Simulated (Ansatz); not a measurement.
**BFH3NO2Si (SMILES NB1O[Si]1(O)F): density, localisation and related maps**

The calculation's input:

```
crystal:
  periodic: [false, false, false]
  atoms:
    - { symbol: "N", position_ang: [0.5739, -2.069, -0.144] }
    - { symbol: B, position_ang: [0.7187, -0.5427, -0.4141] }
    - { symbol: O, position_ang: [1.235, 0.746, 0.022] }
    - { symbol: Si, position_ang: [-0.1757, 1.2124, -0.5057] }
    - { symbol: O, position_ang: [-1.1605, 1.7311, 0.8308] }
    - { symbol: F, position_ang: [-0.0536, 2.3204, -1.7636] }
    - { symbol: H, position_ang: [1.0408, -2.2393, 0.7452] }
    - { symbol: H, position_ang: [-0.4569, -2.1514, 0.0042] }
    - { symbol: H, position_ang: [-1.6332, 0.9463, 1.2081] }
basis:
  gaussian: { orbitals: def2-SVP }
hamiltonian:
  xc: b3lyp
  dispersion: d4
relax:
  f_tol: 0.015
  max_steps: 40
output:
  orbitals: {}
```

Launched as:

```sh
ansatz run input.yaml --threads 2 --pin off --max-ram 3072MiB --backend cpu --events-out ev --progress --plain --runs-dir out
```

The fields are those of the relaxed geometry.

Theory: Ansatz 0.2.0, RKS B3LYP-D4/def2-SVP.

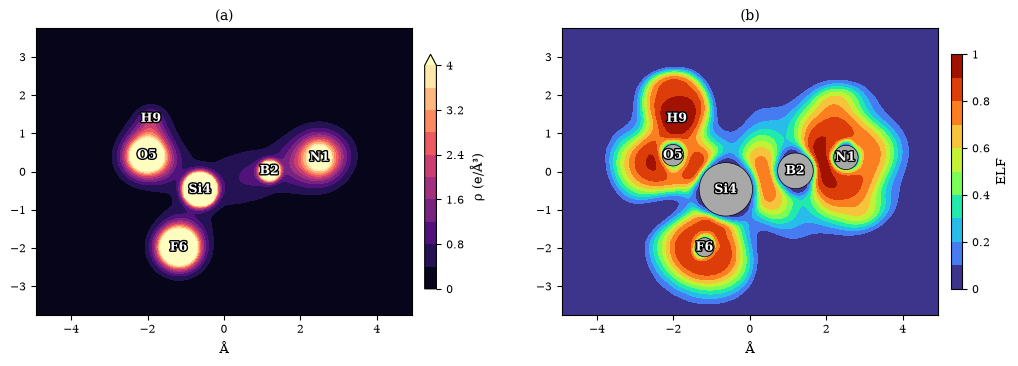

Figure 1. (a) electron density; (b) ELF on the plane of atoms Si4, O5 and H9. Grey discs cover the atomic cores in the ELF map.

> Read the bonding off the picture.

- The plane passes through N, B, Si, O, F and H nuclei.
- B–N (1.39 Å): ρ is about 2 e/Å³ halfway; the ELF peaks at about 0.95 between the atoms; a polar covalent bond.
- Si–F (1.61 Å): ρ at the midpoint is about 1 e/Å³; the ELF peaks at about 0.85 in the valence shell of F, 0.6 Å from its nucleus, and is about 0.45 at the midpoint.
- Si–O (1.65 Å): ρ at the midpoint is about 1.1 e/Å³; the ELF peaks at about 0.85 between the atoms; a shared but strongly polarised pair.
- Si–B (1.89 Å): the density is about 0.74 e/Å³ at the midpoint; the ELF peaks at about 0.70 between the atoms.
- O–H (0.96 Å): ρ at the midpoint is about 3.6 e/Å³; the ELF climbs to about 1 towards the hydrogen, as it does in any bond to H: an ordinary covalent bond to hydrogen.
- The ELF also peaks beside F6 and O5, away from the bonds: lone-pair regions.

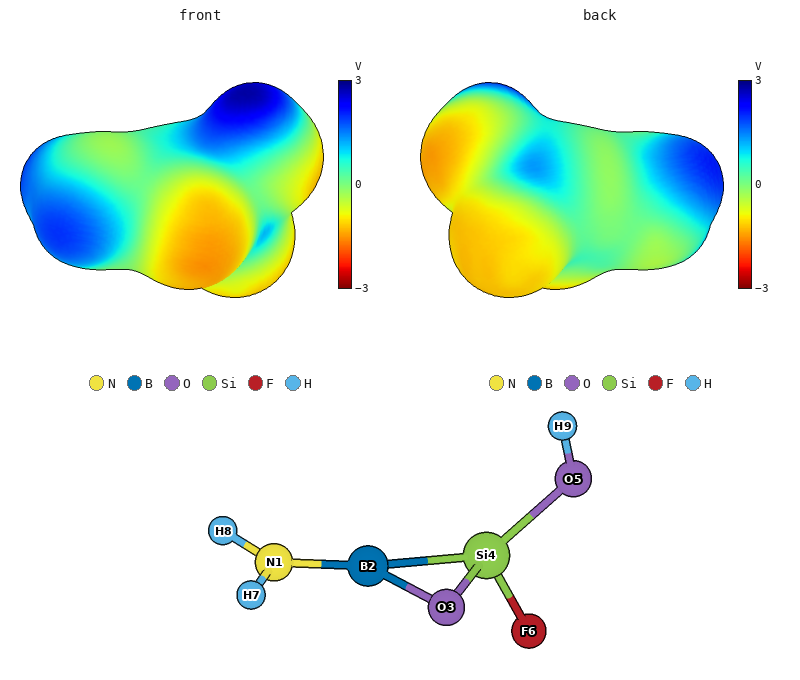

Figure 2. The molecular electrostatic potential painted on the density surface at 0.002 e/bohr³, seen from the front and from behind; red is negative and blue positive. The bare structure is drawn below in the same view.

> Which sites attract a positive test charge, and which a negative one?

A positive charge is drawn to the negative regions and a negative charge to the positive ones. The most negative region (about −1.5 V, or −35 kcal/mol for a unit charge) lies over O3, the most positive (about +2.7 V, or +62 kcal/mol for a unit charge) over H9. O3 is the likeliest acceptor of a hydrogen bond.

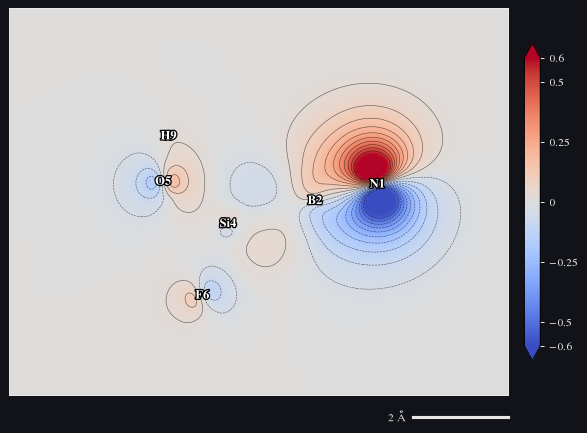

Figure 3. The HOMO−1 on the plane of atoms O5, Si4 and F6 (values in Å⁻³ᐟ²; the overall sign is arbitrary).

> Where does this orbital lie, and at what energy?

Its weight (Hirshfeld) is mainly on N1 (about 55 %), O3 (about 20 %) and B2 (about 10 %). Its energy is −7.97 eV.

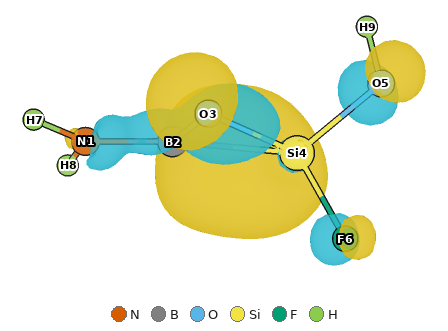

Figure 4. The HOMO at ±0.15 Å⁻³ᐟ² (yellow and cyan are the two phases), seen at a tilt.

> Where does this orbital lie, and at what energy?

By Hirshfeld shares it lies mainly on Si4 (about 30 %), O3 (about 25 %), B2 (about 25 %) and O5 (about 5 %). Its energy is −6.71 eV.
